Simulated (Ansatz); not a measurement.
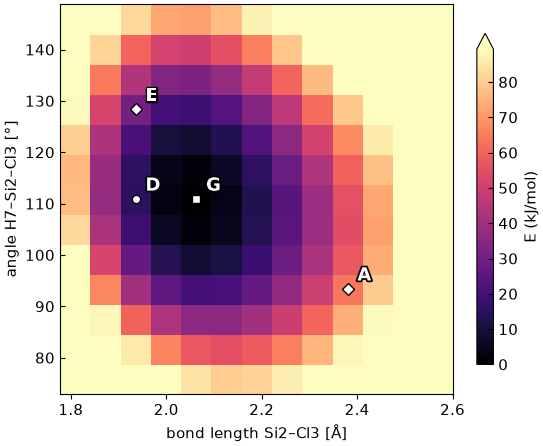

BrClH3NSi, SMILES N[SiH](Cl)Br. 
- The first coordinate is: bond length Si2–Cl3; the second: angle H7–Si2–Cl3.
- Nothing is relaxed (all other coordinates rigid).
- Grid: 13 × 13 points.
- Points are written as (first, second).
- All energies are given in kJ/mol relative to the lowest grid point.
- These are results of RKS PBE-D4/def2-TZVP (Ansatz 0.2.0), not measurements.

The picture shows one coloured cell a grid point, one colour for all values above the top of the scale, lettered points.

### Rank the lettered points by energy, lowest first.

G (0 kJ/mol), D (15 kJ/mol), E (30 kJ/mol), A (64 kJ/mol).

### What kind of point is each of A, D, E, G: minimum, saddle, maximum or slope?

A: on a slope; D: on a slope; E: on a slope; G: minimum. (In these two coordinates alone; a stationary point may lie a little off the grid point.)
